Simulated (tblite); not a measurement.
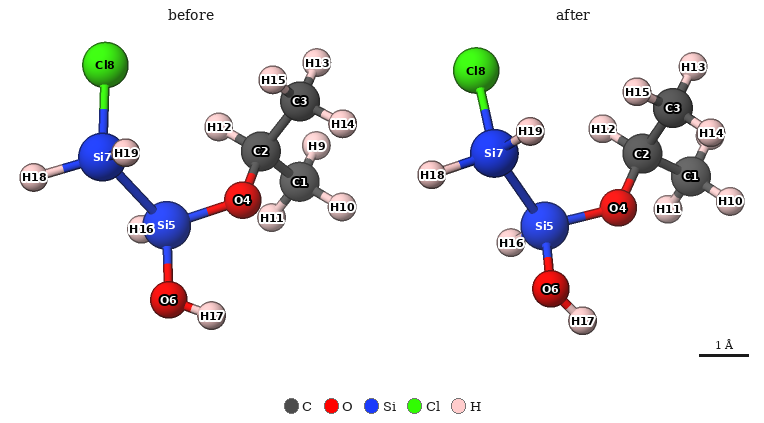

The structure of C3H11ClO2Si2 before (left) and after (right) a relaxation, at one scale.

Style: ball-and-stick. Shown at a tilt.

The calculation used GFN2-xTB geometry optimisation, gas phase (tblite). 

Q: Describe what moved and what it gained.

A: The energy falls by 26.6 kJ/mol in 156 geometry steps. H19 moves most after the best rigid fit: 0.68 Å. By element the largest moves are H 0.68 Å, O 0.45 Å, Cl 0.36 Å, C 0.27 Å, Si 0.22 Å. Some distances before and after: O4–Si5 1.668 → 1.622 Å, Si5–Si7 2.340 → 2.296 Å, Si7–H18 1.492 → 1.466 Å, Si7–Cl8 2.063 → 2.039 Å. Among the angles between lasting bonds that change: C2–O4–Si5 119.8° → 129.6°, O6–Si5–Si7 111.8° → 102.5°, Si5–O6–H17 114.0° → 120.3°. Groups turn about Si5–O6 by about 35°, O4–Si5 by about 30°, C2–O4 by about 30°. The run took 1.6 s on 1 thread of Arm Neoverse V1, with other jobs on the host.
